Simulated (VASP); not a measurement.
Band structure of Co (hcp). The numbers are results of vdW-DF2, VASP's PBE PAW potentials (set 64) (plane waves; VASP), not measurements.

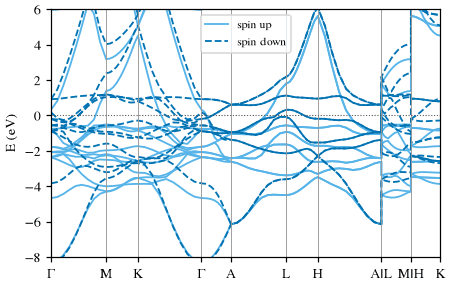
Fig. 1. Bands along high-symmetry lines, zero at the valence-band maximum or, without a gap, the Fermi level

**Question.** Read the plot: is there a gap, and where are the band edges?

**Answer.** It has no gap at this level: it comes out as a metal or semimetal. (Edges off the drawn lines would not show.)

The compound is Co in the hcp structure. It was relaxed first.
